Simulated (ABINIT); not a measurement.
# MgSnS3 (Pm-3m): zone-centre phonons, part 3 of 4

Which modes does MgSnS3 (Pm-3m) have at the zone centre?

ABINIT 10.8.3; DFT LDA, scalar-relativistic, plane waves, HGH norm-conserving pseudopotentials.

So far. Step 4 (Relaxation): The volume changes by +0.8 % in this run and stands -4.1 % from the first cell. Step 6 (Zone-centre response): The acoustic modes at Γ come out as far as 2.4 cm⁻¹ from zero, where they should vanish, a small numerical error. The lowest optical mode is imaginary, 194i cm⁻¹, an instability at this level and on this k mesh. The relaxed cell has a = 4.891 Å (conventional setting).

The structure was built from a prototype and need not be the compound's stable phase.

### 7. Zone-centre analysis

anaddb reads the merged derivatives and imposes the acoustic sum rule.

anaddb.abi

```
ddb_filepath "gamma_DDB"
output_file "anaddb.abo"
outdata_prefix "anaddb"
asr 1
chneut 1
enunit 2
eivec 1
nph1l 1
qph1l 0.0 0.0 0.0 1.0
```

mrgddb.in

```
gamma_DDB
merged
2
dfpt_gammao_DDB
gso_DDB
```

Started as:

```bash
> mrgddb < mrgddb.in > mrgddb.log
> OMP_NUM_THREADS=1 anaddb anaddb.abi > anaddb.log
```

anaddb.abo, the main output file:

```text
-outvars_anaddb: echo values of input variables ----------------------

 Miscellaneous information :
      enunit         2
       eivec         1
         asr         1
 First list of wavevector (reduced coord.) :
       nph1l         1
       qph1l
                     0.00000000E+00  0.00000000E+00  0.00000000E+00    1.000E+00

================================================================================

 read the DDB information and perform some checks

  ==== Info on the Cryst% object ====
 Real(R)+Recip(G) space primitive vectors, cartesian coordinates (Bohr,Bohr^-1):
 R(1)=  9.2420203  0.0000000  0.0000000  G(1)=  0.1082015  0.0000000  0.0000000
 R(2)=  0.0000000  9.2420203  0.0000000  G(2)=  0.0000000  0.1082015  0.0000000
 R(3)=  0.0000000  0.0000000  9.2420203  G(3)=  0.0000000  0.0000000  0.1082015
 Unit cell volume ucvol=  7.8940660E+02 bohr^3
 Angles (23,13,12)=  9.00000000E+01  9.00000000E+01  9.00000000E+01 degrees
 Time-reversal symmetry is present
 Reduced atomic positions [iatom, xred, symbol]:
    1)    0.0000000  0.0000000  0.0000000  Mg
    2)    0.5000000  0.5000000  0.5000000  Sn
    3)    0.5000000  0.5000000  0.0000000   S
    4)    0.5000000  0.0000000  0.5000000   S
    5)    0.0000000  0.5000000  0.5000000   S

 DDB file with 3 blocks has been read.

================================================================================

 Treat the first list of vectors

  Phonon wavevector (reduced coordinates) :  0.00000  0.00000  0.00000
 Phonon energies in Hartree :
  -8.848754E-04 -8.848754E-04 -8.848754E-04 -7.655330E-04 -7.655330E-04
  -7.655330E-04 -1.699484E-04 -1.699484E-04 -1.699484E-04  0.000000E+00
   0.000000E+00  0.000000E+00  1.665442E-03  1.665442E-03  1.665442E-03
 Phonon energies in meV     :
- -2.407869E+01 -2.407869E+01 -2.407869E+01 -2.083121E+01 -2.083121E+01
- -2.083121E+01 -4.624533E+00 -4.624533E+00 -4.624533E+00  0.000000E+00
-  0.000000E+00  0.000000E+00  4.531898E+01  4.531898E+01  4.531898E+01
 Phonon frequencies in cm-1    :
- -1.942077E+02 -1.942077E+02 -1.942077E+02 -1.680151E+02 -1.680151E+02
- -1.680151E+02 -3.729937E+01 -3.729937E+01 -3.729937E+01  0.000000E+00
-  0.000000E+00  0.000000E+00  3.655222E+02  3.655222E+02  3.655222E+02
 Phonon frequencies in Thz     :
- -5.822201E+00 -5.822201E+00 -5.822201E+00 -5.036965E+00 -5.036965E+00
- -5.036965E+00 -1.118207E+00 -1.118207E+00 -1.118207E+00  0.000000E+00
-  0.000000E+00  0.000000E+00  1.095808E+01  1.095808E+01  1.095808E+01
 Phonon energies in Kelvin  :
- -2.794216E+02 -2.794216E+02 -2.794216E+02 -2.417362E+02 -2.417362E+02
- -2.417362E+02 -5.366547E+01 -5.366547E+01 -5.366547E+01  0.000000E+00
-  0.000000E+00  0.000000E+00  5.259050E+02  5.259050E+02  5.259050E+02

 Eigendisplacements
 (will be given, for each mode : in cartesian coordinates
   for each atom the real part of the displacement vector,
   then the imaginary part of the displacement vector - absolute values smaller than 1.0d-7 are set to zero)
  Mode number    1   Energy   -8.848754E-04
 Attention : low frequency mode.
   (Could be unstable or acoustic mode)
-  1  0.00000000E+00  0.00000000E+00 -3.72933911E-03
-     0.00000000E+00  0.00000000E+00  0.00000000E+00
-  2  0.00000000E+00  0.00000000E+00 -2.42696584E-04
-     0.00000000E+00  0.00000000E+00  0.00000000E+00
-  3  0.00000000E+00  0.00000000E+00  1.70192737E-04
-     0.00000000E+00  0.00000000E+00  0.00000000E+00
-  4  0.00000000E+00  0.00000000E+00  1.77750095E-03
-     0.00000000E+00  0.00000000E+00  0.00000000E+00
-  5  0.00000000E+00  0.00000000E+00  1.77750095E-03
-     0.00000000E+00  0.00000000E+00  0.00000000E+00
  Mode number    2   Energy   -8.848754E-04
 Attention : low frequency mode.
   (Could be unstable or acoustic mode)
-  1  0.00000000E+00  3.72933911E-03  0.00000000E+00
-     0.00000000E+00  0.00000000E+00  0.00000000E+00
-  2  0.00000000E+00  2.42696584E-04  0.00000000E+00
-     0.00000000E+00  0.00000000E+00  0.00000000E+00
-  3  0.00000000E+00 -1.77750095E-03  0.00000000E+00
-     0.00000000E+00  0.00000000E+00  0.00000000E+00
-  4  0.00000000E+00 -1.70192737E-04  0.00000000E+00
-     0.00000000E+00  0.00000000E+00  0.00000000E+00
-  5  0.00000000E+00 -1.77750095E-03  0.00000000E+00
-     0.00000000E+00  0.00000000E+00  0.00000000E+00
  Mode number    3   Energy   -8.848754E-04
 Attention : low frequency mode.
   (Could be unstable or acoustic mode)
-  1  3.72933911E-03  0.00000000E+00  0.00000000E+00
-     0.00000000E+00  0.00000000E+00  0.00000000E+00
-  2  2.42696584E-04  0.00000000E+00  0.00000000E+00
-     0.00000000E+00  0.00000000E+00  0.00000000E+00
-  3 -1.77750095E-03  0.00000000E+00  0.00000000E+00
-     0.00000000E+00  0.00000000E+00  0.00000000E+00
-  4 -1.77750095E-03  0.00000000E+00  0.00000000E+00
-     0.00000000E+00  0.00000000E+00  0.00000000E+00
-  5 -1.70192737E-04  0.00000000E+00  0.00000000E+00
-     0.00000000E+00  0.00000000E+00  0.00000000E+00
  Mode number    4   Energy   -7.655330E-04
 Attention : low frequency mode.
   (Could be unstable or acoustic mode)
-  1  0.00000000E+00  0.00000000E+00  0.00000000E+00
-     0.00000000E+00  0.00000000E+00  0.00000000E+00
-  2  0.00000000E+00  0.00000000E+00  0.00000000E+00
-     0.00000000E+00  0.00000000E+00  0.00000000E+00
-  3  0.00000000E+00  0.00000000E+00  0.00000000E+00
-     0.00000000E+00  0.00000000E+00  0.00000000E+00
-  4  0.00000000E+00  0.00000000E+00 -2.92470830E-03
-     0.00000000E+00  0.00000000E+00  0.00000000E+00
-  5  0.00000000E+00  0.00000000E+00  2.92470830E-03
-     0.00000000E+00  0.00000000E+00  0.00000000E+00
  Mode number    5   Energy   -7.655330E-04
 Attention : low frequency mode.
   (Could be unstable or acoustic mode)
-  1  0.00000000E+00  0.00000000E+00  0.00000000E+00
-     0.00000000E+00  0.00000000E+00  0.00000000E+00
-  2  0.00000000E+00  0.00000000E+00  0.00000000E+00
-     0.00000000E+00  0.00000000E+00  0.00000000E+00
-  3  0.00000000E+00  2.92470830E-03  0.00000000E+00
-     0.00000000E+00  0.00000000E+00  0.00000000E+00
-  4  0.00000000E+00  0.00000000E+00  0.00000000E+00
-     0.00000000E+00  0.00000000E+00  0.00000000E+00
-  5  0.00000000E+00 -2.92470830E-03  0.00000000E+00
-     0.00000000E+00  0.00000000E+00  0.00000000E+00
  Mode number    6   Energy   -7.655330E-04
 Attention : low frequency mode.
   (Could be unstable or acoustic mode)
-  1  0.00000000E+00  0.00000000E+00  0.00000000E+00
-     0.00000000E+00  0.00000000E+00  0.00000000E+00
-  2  0.00000000E+00  0.00000000E+00  0.00000000E+00
-     0.00000000E+00  0.00000000E+00  0.00000000E+00
-  3  2.92470830E-03  0.00000000E+00  0.00000000E+00
-     0.00000000E+00  0.00000000E+00  0.00000000E+00
-  4 -2.92470830E-03  0.00000000E+00  0.00000000E+00
-     0.00000000E+00  0.00000000E+00  0.00000000E+00
-  5  0.00000000E+00  0.00000000E+00  0.00000000E+00
-     0.00000000E+00  0.00000000E+00  0.00000000E+00
  Mode number    7   Energy   -1.699484E-04
 Attention : low frequency mode.
   (Could be unstable or acoustic mode)
-  1  0.00000000E+00  0.00000000E+00  2.52065095E-03
-     0.00000000E+00  0.00000000E+00  0.00000000E+00
-  2  0.00000000E+00  0.00000000E+00 -1.30630740E-03
-     0.00000000E+00  0.00000000E+00  0.00000000E+00
-  3  0.00000000E+00  0.00000000E+00 -4.67387375E-04
-     0.00000000E+00  0.00000000E+00  0.00000000E+00
-  4  0.00000000E+00  0.00000000E+00  1.69649250E-03
-     0.00000000E+00  0.00000000E+00  0.00000000E+00
-  5  0.00000000E+00  0.00000000E+00  1.69649250E-03
-     0.00000000E+00  0.00000000E+00  0.00000000E+00
  Mode number    8   Energy   -1.699484E-04
 Attention : low frequency mode.
   (Could be unstable or acoustic mode)
-  1  0.00000000E+00 -2.52065095E-03  0.00000000E+00
-     0.00000000E+00  0.00000000E+00  0.00000000E+00
-  2  0.00000000E+00  1.30630740E-03  0.00000000E+00
-     0.00000000E+00  0.00000000E+00  0.00000000E+00
-  3  0.00000000E+00 -1.69649250E-03  0.00000000E+00
-     0.00000000E+00  0.00000000E+00  0.00000000E+00
-  4  0.00000000E+00  4.67387375E-04  0.00000000E+00
-     0.00000000E+00  0.00000000E+00  0.00000000E+00
-  5  0.00000000E+00 -1.69649250E-03  0.00000000E+00
-     0.00000000E+00  0.00000000E+00  0.00000000E+00
  Mode number    9   Energy   -1.699484E-04
 Attention : low frequency mode.
   (Could be unstable or acoustic mode)
-  1  2.52065095E-03  0.00000000E+00  0.00000000E+00
-     0.00000000E+00  0.00000000E+00  0.00000000E+00
-  2 -1.30630740E-03  0.00000000E+00  0.00000000E+00
-     0.00000000E+00  0.00000000E+00  0.00000000E+00
-  3  1.69649250E-03  0.00000000E+00  0.00000000E+00
-     0.00000000E+00  0.00000000E+00  0.00000000E+00
-  4  1.69649250E-03  0.00000000E+00  0.00000000E+00
-     0.00000000E+00  0.00000000E+00  0.00000000E+00
-  5 -4.67387375E-04  0.00000000E+00  0.00000000E+00
-     0.00000000E+00  0.00000000E+00  0.00000000E+00
  Mode number   10   Energy    0.000000E+00
 Attention : low frequency mode.
   (Could be unstable or acoustic mode)
-  1  0.00000000E+00  0.00000000E+00 -1.51432050E-03
-     0.00000000E+00  0.00000000E+00  0.00000000E+00
-  2  0.00000000E+00  0.00000000E+00 -1.51437229E-03
-     0.00000000E+00  0.00000000E+00  0.00000000E+00
-  3  0.00000000E+00  0.00000000E+00 -1.51436005E-03
-     0.00000000E+00  0.00000000E+00  0.00000000E+00
-  4  0.00000000E+00  0.00000000E+00 -1.51433179E-03
-     0.00000000E+00  0.00000000E+00  0.00000000E+00
-  5  0.00000000E+00  0.00000000E+00 -1.51433179E-03
-     0.00000000E+00  0.00000000E+00  0.00000000E+00
  Mode number   11   Energy    0.000000E+00
 Attention : low frequency mode.
   (Could be unstable or acoustic mode)
-  1  0.00000000E+00  1.51432050E-03  0.00000000E+00
-     0.00000000E+00  0.00000000E+00  0.00000000E+00
-  2  0.00000000E+00  1.51437229E-03  0.00000000E+00
-     0.00000000E+00  0.00000000E+00  0.00000000E+00
-  3  0.00000000E+00  1.51433179E-03  0.00000000E+00
-     0.00000000E+00  0.00000000E+00  0.00000000E+00
-  4  0.00000000E+00  1.51436005E-03  0.00000000E+00
-     0.00000000E+00  0.00000000E+00  0.00000000E+00
-  5  0.00000000E+00  1.51433179E-03  0.00000000E+00
-     0.00000000E+00  0.00000000E+00  0.00000000E+00
  Mode number   12   Energy    0.000000E+00
 Attention : low frequency mode.
   (Could be unstable or acoustic mode)
-  1  1.51432050E-03  0.00000000E+00  0.00000000E+00
-     0.00000000E+00  0.00000000E+00  0.00000000E+00
-  2  1.51437229E-03  0.00000000E+00  0.00000000E+00
-     0.00000000E+00  0.00000000E+00  0.00000000E+00
-  3  1.51433179E-03  0.00000000E+00  0.00000000E+00
-     0.00000000E+00  0.00000000E+00  0.00000000E+00
-  4  1.51433179E-03  0.00000000E+00  0.00000000E+00
-     0.00000000E+00  0.00000000E+00  0.00000000E+00
-  5  1.51436005E-03  0.00000000E+00  0.00000000E+00
-     0.00000000E+00  0.00000000E+00  0.00000000E+00
  Mode number   13   Energy    1.665442E-03
-  1  0.00000000E+00  0.00000000E+00  1.25868068E-04
-     0.00000000E+00  0.00000000E+00  0.00000000E+00
-  2  0.00000000E+00  0.00000000E+00  7.50008546E-04
-     0.00000000E+00  0.00000000E+00  0.00000000E+00
-  3  0.00000000E+00  0.00000000E+00 -3.81669155E-03
-     0.00000000E+00  0.00000000E+00  0.00000000E+00
-  4  0.00000000E+00  0.00000000E+00  4.72357304E-04
-     0.00000000E+00  0.00000000E+00  0.00000000E+00
-  5  0.00000000E+00  0.00000000E+00  4.72357304E-04
-     0.00000000E+00  0.00000000E+00  0.00000000E+00
  Mode number   14   Energy    1.665442E-03
-  1  0.00000000E+00 -1.25868068E-04  0.00000000E+00
-     0.00000000E+00  0.00000000E+00  0.00000000E+00
-  2  0.00000000E+00 -7.50008546E-04  0.00000000E+00
-     0.00000000E+00  0.00000000E+00  0.00000000E+00
-  3  0.00000000E+00 -4.72357304E-04  0.00000000E+00
-     0.00000000E+00  0.00000000E+00  0.00000000E+00
-  4  0.00000000E+00  3.81669155E-03  0.00000000E+00
-     0.00000000E+00  0.00000000E+00  0.00000000E+00
-  5  0.00000000E+00 -4.72357304E-04  0.00000000E+00
-     0.00000000E+00  0.00000000E+00  0.00000000E+00
  Mode number   15   Energy    1.665442E-03
-  1  1.25868068E-04  0.00000000E+00  0.00000000E+00
-     0.00000000E+00  0.00000000E+00  0.00000000E+00
-  2  7.50008546E-04  0.00000000E+00  0.00000000E+00
-     0.00000000E+00  0.00000000E+00  0.00000000E+00
-  3  4.72357304E-04  0.00000000E+00  0.00000000E+00
-     0.00000000E+00  0.00000000E+00  0.00000000E+00
-  4  4.72357304E-04  0.00000000E+00  0.00000000E+00
-     0.00000000E+00  0.00000000E+00  0.00000000E+00
-  5 -3.81669155E-03  0.00000000E+00  0.00000000E+00
-     0.00000000E+00  0.00000000E+00  0.00000000E+00

 Analysis of degeneracies and characters (maximum tolerance=1.00E-06 a.u.)
 For each vibration mode, or group of modes if degenerate,
 the characters are given for each symmetry operation (see the list in the log file).
 Symmetry characters of vibration mode #   1
       degenerate with vibration modes #   2 to    3
  3.0 -3.0 -1.0  1.0 -1.0  1.0 -1.0  1.0  1.0 -1.0 -1.0  1.0  1.0 -1.0 -1.0  1.0
 -0.0  0.0 -0.0  0.0  0.0 -0.0  0.0 -0.0  1.0 -1.0 -1.0  1.0 -1.0  1.0  1.0 -1.0
 -0.0  0.0  0.0 -0.0  0.0 -0.0 -0.0  0.0  1.0 -1.0  1.0 -1.0 -1.0  1.0 -1.0  1.0
 Symmetry characters of vibration mode #   4
       degenerate with vibration modes #   5 to    6
  3.0 -3.0 -1.0  1.0 -1.0  1.0 -1.0  1.0 -1.0  1.0  1.0 -1.0 -1.0  1.0  1.0 -1.0
 -0.0  0.0 -0.0  0.0  0.0 -0.0  0.0 -0.0 -1.0  1.0  1.0 -1.0  1.0 -1.0 -1.0  1.0
 -0.0  0.0  0.0 -0.0  0.0 -0.0 -0.0  0.0 -1.0  1.0 -1.0  1.0  1.0 -1.0  1.0 -1.0
 Symmetry characters of vibration mode #   7
       degenerate with vibration modes #   8 to    9
  3.0 -3.0 -1.0  1.0 -1.0  1.0 -1.0  1.0  1.0 -1.0 -1.0  1.0  1.0 -1.0 -1.0  1.0
  0.0 -0.0  0.0 -0.0 -0.0  0.0 -0.0  0.0  1.0 -1.0 -1.0  1.0 -1.0  1.0  1.0 -1.0
  0.0 -0.0 -0.0  0.0 -0.0  0.0  0.0 -0.0  1.0 -1.0  1.0 -1.0 -1.0  1.0 -1.0  1.0
 Symmetry characters of vibration mode #  10
       degenerate with vibration modes #  11 to   12
  3.0 -3.0 -1.0  1.0 -1.0  1.0 -1.0  1.0  1.0 -1.0 -1.0  1.0  1.0 -1.0 -1.0  1.0
  0.0 -0.0  0.0 -0.0 -0.0  0.0 -0.0  0.0  1.0 -1.0 -1.0  1.0 -1.0  1.0  1.0 -1.0
  0.0 -0.0 -0.0  0.0 -0.0  0.0  0.0 -0.0  1.0 -1.0  1.0 -1.0 -1.0  1.0 -1.0  1.0
 Symmetry characters of vibration mode #  13
       degenerate with vibration modes #  14 to   15
  3.0 -3.0 -1.0  1.0 -1.0  1.0 -1.0  1.0  1.0 -1.0 -1.0  1.0  1.0 -1.0 -1.0  1.0
  0.0 -0.0  0.0 -0.0 -0.0  0.0 -0.0  0.0  1.0 -1.0 -1.0  1.0 -1.0  1.0  1.0 -1.0
  0.0 -0.0 -0.0  0.0 -0.0  0.0  0.0 -0.0  1.0 -1.0  1.0 -1.0 -1.0  1.0 -1.0  1.0
-
```

Run time: 0.52 s. Hardware: 1 thread of Arm Neoverse V1, shared host.

No LO-TO term; unit eigenvectors of the mass-weighted matrix, from anaddb's displacements. Modes at Γ, with each element's share of the kinetic energy (negative means imaginary):

```
mode  frequency (cm⁻¹)  symmetry  Mg %  Sn %  S %
   1            -194.2       T1u    62     1   37
   2            -194.2       T1u    62     1   37
   3            -194.2       T1u    62     1   37
   4            -168.0       T2u     0     0  100
   5            -168.0       T2u     0     0  100
   6            -168.0       T2u     0     0  100
   7             -37.3       T1u    28    37   35
   8             -37.3       T1u    28    37   35
   9             -37.3       T1u    28    37   35
  10               0.0  acoustic    10    50   40
  11               0.0  acoustic    10    50   40
  12               0.0  acoustic    10    50   40
  13             365.5       T1u     0    12   88
  14             365.5       T1u     0    12   88
  15             365.5       T1u     0    12   88
```

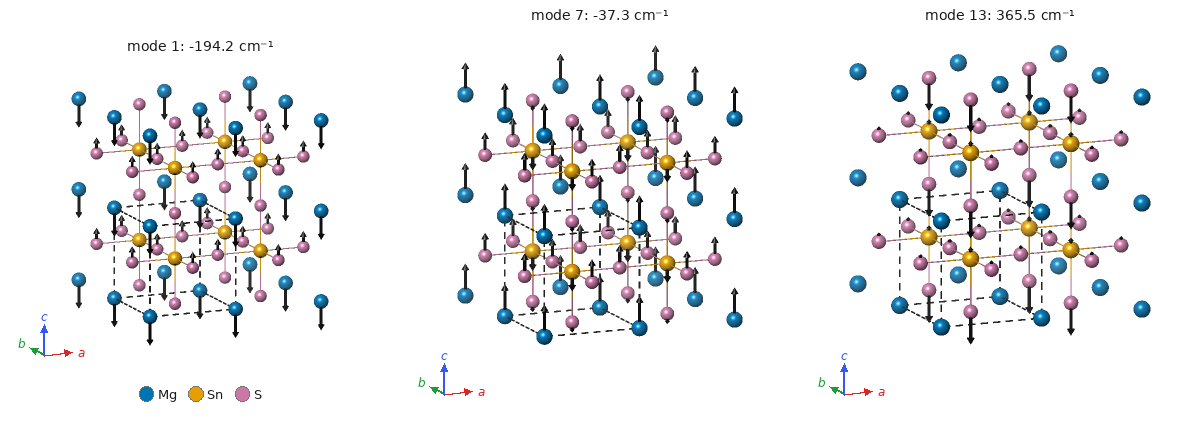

Displacement patterns of modes 1, 7 and 13 at Γ; arrows are exaggerated. 2×2×2 cells are drawn. Some periodic images of atoms are drawn too.

The rule moves no optical mode by more than 0.1 cm⁻¹.

[end of part 3 of 4]

[Host names and launcher messages were left out of these logs when they were recorded.]

[Logs are printed without paths, hosts, clocks, repeated set-up lines and the standing remarks that a program may print on its own settings, such as how far it seeks lower states.]

[Hosts, paths, dates, database ids (printed as entryN), source tags and the programs' standing remarks are cut or masked in the printed files.]
